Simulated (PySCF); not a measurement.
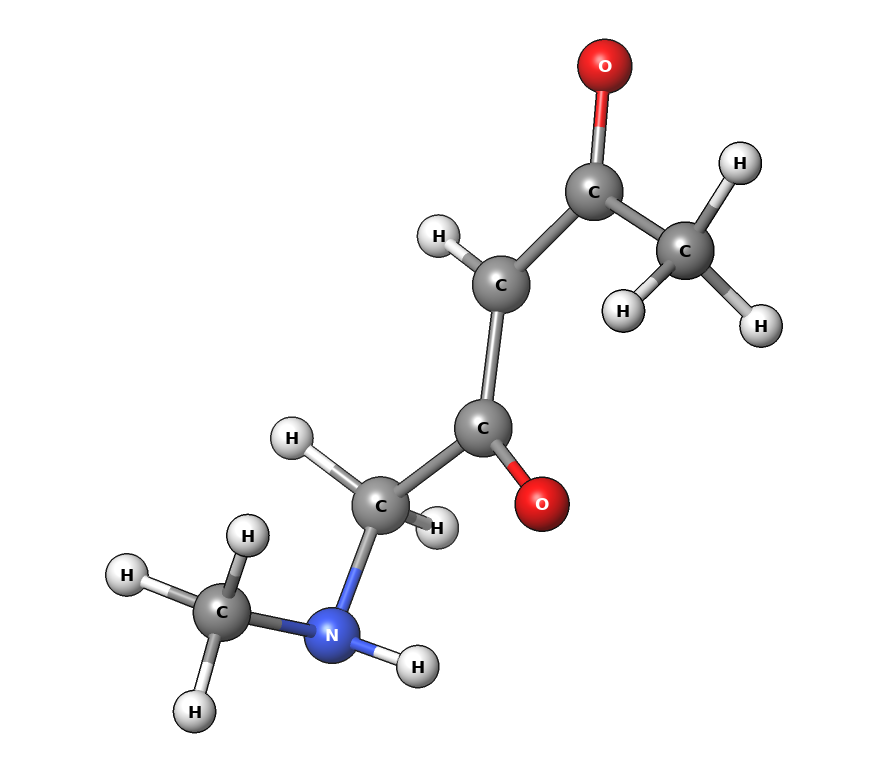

The picture shows a molecular structure as a ball-and-stick model.

The species has charge −1 and is a spin singlet. Computed geometry: PBE0-D3(BJ)/def2-SVP optimisation. No frequency run is at hand to confirm it as a minimum.

Identify the structure.

The species is C₆H₁₀NO₂⁻. As SMILES it reads `CNC/C([O-])=C/C(C)=O`. It has no ring. Among its groups: ketone, secondary amine, alkene. This geometry has C1 symmetry. Coordination: 3 C tetrahedral; 1 N trigonal pyramidal; 3 C trigonal planar.

The parts below concern this one geometry. Atoms keep their numbers from picture to picture.

**Geometry**

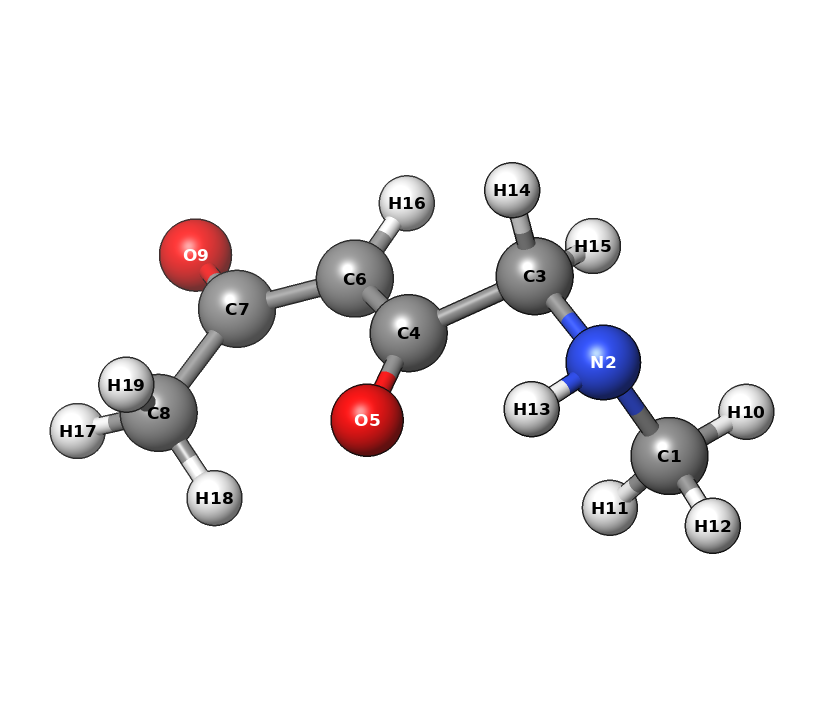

No frequency run is at hand to confirm it as a minimum.

Which atoms are bonded, and how long are the bonds? Leave out bonds to hydrogen.

```tsv
bond	length (Å)	order
C1–N2	1.446	single
N2–C3	1.451	single
C3–C4	1.551	single
C4–O5	1.252	single
C4–C6	1.405	delocalised
C6–C7	1.430	delocalised
C7–C8	1.525	single
C7–O9	1.238	double
```

**NMR shielding**

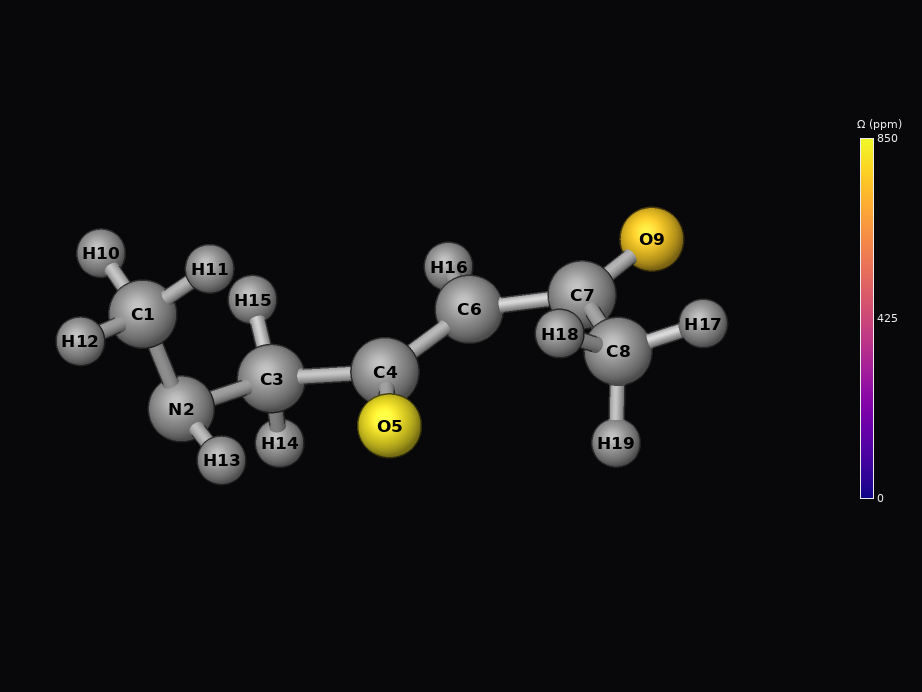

The O atoms are coloured by the span of their shielding tensor. No frequency run is at hand to confirm it as a minimum. Level of theory: GIAO PBE0/pcSseg-1 NMR shielding, non-relativistic, IEF-PCM acetonitrile (PySCF 2.14.0). Principal shieldings σ11 ≤ σ22 ≤ σ33, span Ω = σ33 − σ11, skew κ = 3(σiso − σ22)/Ω.

Give the shielding tensors of the O atoms.

```tsv
atom	σ11	σ22	σ33	σiso	Ω	κ
O5	−404.4	−155.8	407.7	−50.8	812.0	0.39
O9	−475.4	−172.6	287.1	−120.3	762.5	0.21
```

Shieldings and span in ppm.

**Levels of theory compared**

No frequency run is at hand to confirm it as a minimum. Program: PySCF 2.14.0.

Compare HOMO energy (eV) at these levels: B3LYP/def2-SVPD; B3LYP/def2-SVPD in acetonitrile (IEF-PCM); B3LYP/def2-SVPD in methanol (IEF-PCM); PBE0/pcSseg-1 in acetonitrile (IEF-PCM); PBE0/pcSseg-1 in methanol (IEF-PCM).

| level | HOMO energy (eV) |
| --- | --- |
| B3LYP/def2-SVPD | −1.25 |
| B3LYP/def2-SVPD in acetonitrile (IEF-PCM) | −5.33 |
| B3LYP/def2-SVPD in methanol (IEF-PCM) | −5.31 |
| PBE0/pcSseg-1 in acetonitrile (IEF-PCM) | −5.37 |
| PBE0/pcSseg-1 in methanol (IEF-PCM) | −5.36 |

**Charges**

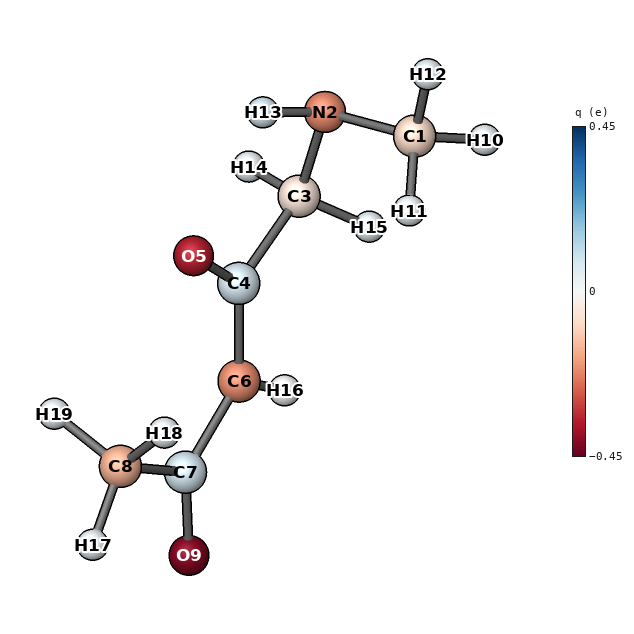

Atoms are coloured by their Hirshfeld charges. No frequency run is at hand to confirm it as a minimum. Properties computed with PBE0/pcSseg-1 in acetonitrile (IEF-PCM) (PySCF 2.14.0).

List the Hirshfeld charges.

```tsv
atom	value (e)
C1	−0.08
N2	−0.21
C3	−0.05
C4	0.07
O5	−0.35
C6	−0.21
C7	0.08
C8	−0.15
O9	−0.41
H10	0.04
H11	0.02
H12	0.04
H13	0.07
H14	0.03
H15	0.04
H16	0.00
H17	0.02
H18	0.02
H19	0.03
```

**Quadrupole coupling**

No frequency run is at hand to confirm it as a minimum. Electric field gradients from the ground-state density, PBE0/pcSseg-1 in acetonitrile (IEF-PCM) (PySCF 2.14.0), non-relativistic apart from any core potentials.

Give the largest field-gradient component, the quadrupole coupling constant and the asymmetry for 14N at N2 (Q = 20.44 mb), 17O at O5 (Q = −25.6 mb), 17O at O9 (Q = −25.6 mb).

```tsv
atom	V_zz (a.u.)	e²qQ/h (MHz)	η
N2	−1.098	−5.27	0.26
O5	−1.496	9.00	0.33
O9	−1.675	10.07	0.12
```
